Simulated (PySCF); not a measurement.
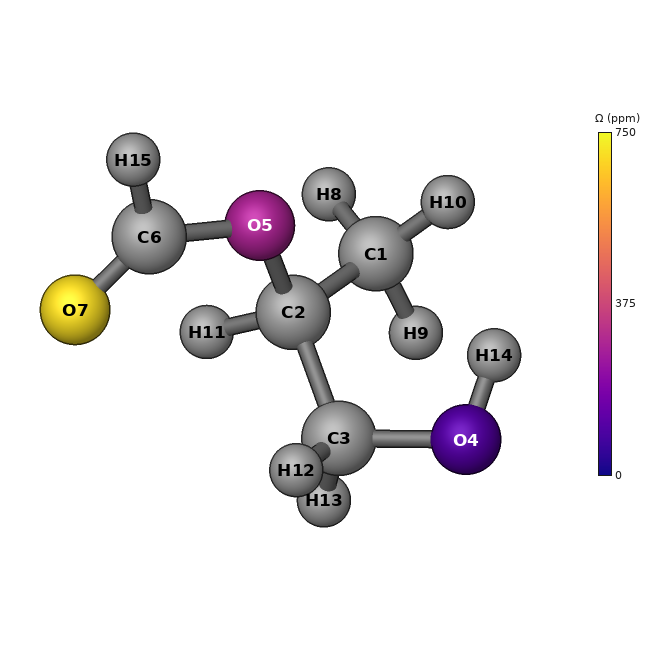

The O atoms are coloured by the span of their shielding tensor. Geometry: a frame of a GFN2-xTB molecular-dynamics simulation, not a minimum. Level of theory: GIAO PBE0/pcSseg-1 NMR shielding, non-relativistic, gas phase (PySCF 2.14.0). Principal shieldings σ11 ≤ σ22 ≤ σ33, span Ω = σ33 − σ11, skew κ = 3(σiso − σ22)/Ω.

### Which O atom has the most anisotropic shielding?

O7, with a span of 701 ppm.

Give the shielding tensors of the O atoms.

| atom | σ11 | σ22 | σ33 | σiso | Ω | κ |
| --- | --- | --- | --- | --- | --- | --- |
| O4 | 274.9 | 291.5 | 383.5 | 316.7 | 108.6 | 0.70 |
| O5 | −71.5 | 179.3 | 218.3 | 108.7 | 289.7 | −0.73 |
| O7 | −396.2 | −208.1 | 305.2 | −99.7 | 701.4 | 0.46 |

Shieldings and span in ppm.
